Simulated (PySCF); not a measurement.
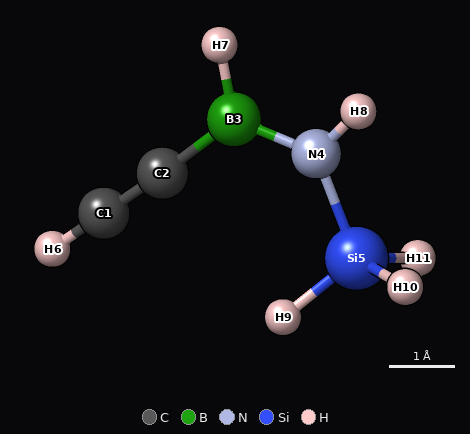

**Figure 1.** The input geometry of the first run (ball-and-stick view, seen at a tilt; atoms are numbered from 1 in the order of the input).

## C$_{2}$H$_{6}$BNSi: one change and its effect

System: C$_{2}$H$_{6}$BNSi.
Method of the first run: GIAO PBE0/pcSseg-2 NMR shielding, non-relativistic, gas phase (PySCF 2.14.0).

The geometry comes from this level: PBE0-D3(BJ)/def2-SVP. Text and figures count atoms from 1; the logs count them from 0 in places.

### Input, the first run
```
{"job": {"kind": "nmr", "xc": "PBE0", "basis": "pcSseg-2", "pop": false}, "charge": 0, "multiplicity": 1}
C      2.416967    -0.818247     0.805806
C      1.643008     0.020440     0.379847
B      0.712910     1.120628    -0.147036
N     -0.649574     0.888173    -0.405011
Si    -1.588765    -0.592968    -0.218338
H      3.095081    -1.562369     1.182995
H      1.163366     2.226987    -0.344418
H     -1.165232     1.698313    -0.737737
H     -0.655923    -1.739994    -0.077370
H     -2.450311    -0.759703    -1.427476
H     -2.484212    -0.505601     0.974974
```

The first line tells a small driver script what to run in PySCF; the rest is the geometry in Å.

Launched with:
```bash
OMP_NUM_THREADS=1 python <driver script> task.json out
```

Hardware: 1 CPU thread, shared host.

### Output (the first run)
```
coarse grid: 9664 points
cycle   1  E = -448.6003750058  dE =  2.729e-01  |g| = 4.613e-01  |ddm| = 2.450e+00
cycle   2  E = -448.5657085196  dE =  3.467e-02  |g| = 5.911e-01  |ddm| = 7.924e-01
cycle   3  E = -448.6425947518  dE = -7.689e-02  |g| = 1.725e-01  |ddm| = 4.810e-01
cycle   4  E = -448.6497412184  dE = -7.146e-03  |g| = 4.822e-02  |ddm| = 1.729e-01
cycle   5  E = -448.6502120857  dE = -4.709e-04  |g| = 2.175e-02  |ddm| = 4.528e-02
cycle   6  E = -448.6503251421  dE = -1.131e-04  |g| = 2.664e-03  |ddm| = 1.588e-02
cycle   7  E = -448.6503268513  dE = -1.709e-06  |g| = 5.808e-04  |ddm| = 3.726e-03
final grid: 88776 points
cycle   8  E = -448.6599447432  dE = -5.548e-05  |g| = 5.961e-03  |ddm| = 3.849e-02
cycle   9  E = -448.6599386954  dE =  6.048e-06  |g| = 8.090e-03  |ddm| = 1.126e-02
cycle  10  E = -448.6599525108  dE = -1.382e-05  |g| = 1.062e-03  |ddm| = 5.314e-03
cycle  11  E = -448.6599527743  dE = -2.635e-07  |g| = 3.305e-04  |ddm| = 1.518e-03
cycle  12  E = -448.6599527915  dE = -1.719e-08  |g| = 2.101e-04  |ddm| = 3.601e-04
cycle  13  E = -448.6599528028  dE = -1.126e-08  |g| = 3.341e-05  |ddm| = 1.551e-04
cycle  14  E = -448.6599528030  dE = -2.456e-10  |g| = 6.126e-06  |ddm| = 3.019e-05
converged SCF energy = -448.6599528030

GIAO shielding tensors (ppm)
atom      isotropic    diamagn.    paramagn.     s11        s22        s33       span
  0 C       71.999     265.027    -193.028      6.119     13.736    196.143    190.024
  1 C       89.216     265.375    -176.159    -15.618     -9.932    293.198    308.815
  2 B       64.162     194.690    -130.528     27.144     49.968    115.374     88.230
  3 N      146.002     322.244    -176.242     24.262    169.854    243.891    219.629
  4 Si     395.348     878.077    -482.729    365.008    370.305    450.730     85.721
  5 H       28.108      32.570      -4.461     24.341     24.922     35.061     10.720
  6 H       26.332      27.111      -0.778     24.425     26.968     27.604      3.178
  7 H       27.195      30.591      -3.396     22.141     26.960     32.483     10.343
  8 H       25.921      30.528      -4.607     22.518     26.463     28.782      6.264
  9 H       26.644      28.576      -1.932     23.672     24.912     31.349      7.676
 10 H       26.564      28.781      -2.218     23.600     24.645     31.445      7.846
```

The input of the second run differs as follows (lines with − go, lines with + come):
```diff
-"xc": "PBE0"
+"xc": "BP86"
```

How does the second run compare with the first run?

The total energies belong to different methods, so their difference says nothing on which is more stable or more accurate. The HOMO goes from −7.90 to −6.77 eV. The LUMO goes from −1.07 to −2.07 eV. The dipole moment goes from 1.07 to 1.14 D. Of all shieldings, the largest change is that of Si5, by −15.8 ppm. The functional changes from PBE0 to BP86. Exact exchange removes part of the self-interaction error of semilocal functionals, which pushes filled and empty levels apart. The SCF takes 15 iterations against 14.

### Output (the second run)
```
coarse grid: 9664 points
cycle   1  E = -448.9098881444  dE =  2.327e-01  |g| = 6.017e-01  |ddm| = 2.438e+00
cycle   2  E = -448.7151236972  dE =  1.948e-01  |g| = 1.054e+00  |ddm| = 1.234e+00
cycle   3  E = -448.9582653650  dE = -2.431e-01  |g| = 3.742e-01  |ddm| = 8.743e-01
cycle   4  E = -448.9948442133  dE = -3.658e-02  |g| = 1.002e-01  |ddm| = 3.445e-01
cycle   5  E = -448.9967609201  dE = -1.917e-03  |g| = 5.176e-02  |ddm| = 8.971e-02
cycle   6  E = -448.9974380554  dE = -6.771e-04  |g| = 7.667e-03  |ddm| = 3.908e-02
cycle   7  E = -448.9974538412  dE = -1.579e-05  |g| = 2.043e-03  |ddm| = 9.076e-03
cycle   8  E = -448.9974549743  dE = -1.133e-06  |g| = 4.688e-04  |ddm| = 2.344e-03
final grid: 88776 points
cycle   9  E = -449.0120094654  dE = -6.836e-05  |g| = 5.378e-03  |ddm| = 5.504e-02
cycle  10  E = -449.0119962315  dE =  1.323e-05  |g| = 9.416e-03  |ddm| = 1.104e-02
cycle  11  E = -449.0120148657  dE = -1.863e-05  |g| = 1.829e-03  |ddm| = 6.083e-03
cycle  12  E = -449.0120155812  dE = -7.154e-07  |g| = 6.234e-04  |ddm| = 2.113e-03
cycle  13  E = -449.0120156457  dE = -6.454e-08  |g| = 4.126e-04  |ddm| = 7.673e-04
cycle  14  E = -449.0120156910  dE = -4.532e-08  |g| = 5.864e-05  |ddm| = 2.769e-04
cycle  15  E = -449.0120156918  dE = -7.454e-10  |g| = 1.638e-05  |ddm| = 5.136e-05
converged SCF energy = -449.0120156918

GIAO shielding tensors (ppm)
atom      isotropic    diamagn.    paramagn.     s11        s22        s33       span
  0 C       70.586     263.234    -192.648      6.287     12.831    192.641    186.354
  1 C       83.119     264.240    -181.121    -18.411    -15.549    283.318    301.730
  2 B       61.149     193.507    -132.358     25.681     46.419    111.347     85.667
  3 N      135.755     320.791    -185.036     13.490    158.069    235.707    222.216
  4 Si     379.587     878.772    -499.185    347.962    352.903    437.897     89.935
  5 H       28.121      32.982      -4.861     24.486     25.084     34.793     10.307
  6 H       26.266      27.394      -1.127     24.504     26.903     27.393      2.889
  7 H       27.027      30.583      -3.556     22.358     27.054     31.669      9.311
  8 H       25.773      30.299      -4.526     22.443     26.380     28.497      6.054
  9 H       26.510      28.544      -2.034     23.576     24.843     31.110      7.534
 10 H       26.416      28.720      -2.305     23.475     24.552     31.222      7.747
```

### The two runs side by side

| quantity | the first run | the second run |
| --- | --- | --- |
| outcome | converged | converged |
| total energy (hartree) | −448.659953 | −449.012016 |
| HOMO (eV) | −7.90 | −6.77 |
| LUMO (eV) | −1.07 | −2.07 |
| dipole moment (D) | 1.07 | 1.14 |
| shielding of C1 (ppm) | 72.0 | 70.6 |
| shielding of C2 (ppm) | 89.2 | 83.1 |
| shielding of B3 (ppm) | 64.2 | 61.1 |
| shielding of N4 (ppm) | 146.0 | 135.8 |
| shielding of Si5 (ppm) | 395.3 | 379.6 |
| shielding of H8 (ppm) | 27.2 | 27.0 |
| shielding of H9 (ppm) | 25.9 | 25.8 |
| SCF iterations | 14 | 15 |
| basis functions | 271 | 271 |
| wall time (shared host) | 50 s | 54 s |
